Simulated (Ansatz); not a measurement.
Structure (in its standard cell), the input geometry of an electronic-structure calculation (not necessarily at equilibrium):

```
Mo
1.0
     3.16057    0.00000    0.00000
     0.00000    3.16057    0.00000
     0.00000    0.00000    3.16057
Mo
2
Direct
  0.00000 0.00000 0.00000
  0.50000 0.50000 0.50000
```

Predict the [110] zone-axis pattern (200 kV, kinematic, B = 0.3 Å²).

The spots form a rectangular net whose two shortest vectors correspond to d = 2.23 Å and 1.58 Å, 90.0° apart. They are 1 -1 0 and 0 0 2. The pattern has symmetry 2mm. The lattice centring (I) removes all reflections that break h + k + l = 2n.

Strongest reflections with d > 0.80 Å, one of each family (|F|² from tabulated Gaussian fits of the electron scattering factors, times a small damping for the curvature of the Ewald sphere):

```csv
hkl,d (Å),I (strongest = 100)
1 -1 0,2.235,100
0 0 2,1.580,49
1 -1 2,1.290,30
2 -2 0,1.117,20
2 -2 2,0.912,11
```

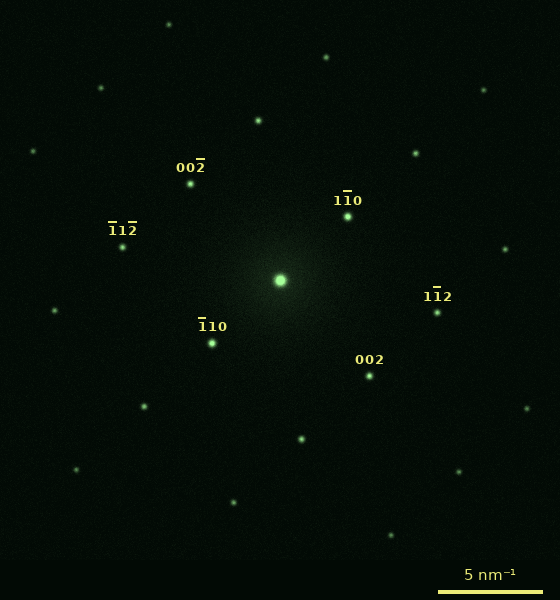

Calculated pattern, seen from the source side with [110] pointing towards the source.
